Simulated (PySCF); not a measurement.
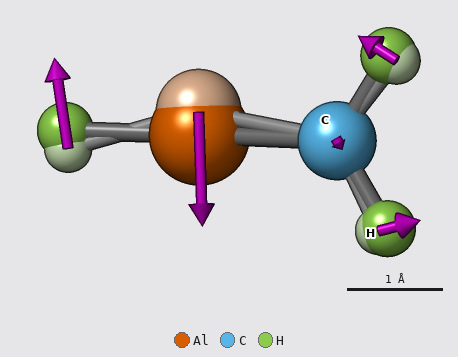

A relaxation of CH₃Al. The starting structure is drawn faded, the final one solid; purple arrows show the displacements, magnified 5 times. The two geometries are superimposed by the best rigid fit.

A ball-and-stick model, seen at a tilt.

It is one of the separated products of a reaction.

Computed with RKS PBE0-D4/def2-TZVP, density fitting (PySCF 2.14.0). 

Describe the change and its energy.

Answer. The Al atom moves most after the best rigid fit: 0.24 Å. By element the largest moves are Al 0.24 Å, H 0.20 Å, C 0.03 Å. Among the contacts that change: Al–C 1.803 → 1.782 Å. Among the angles between lasting bonds that change: C–Al–H 154.8° → 170.6°. The energy falls by 3.09 kcal/mol in 12 geometry steps.
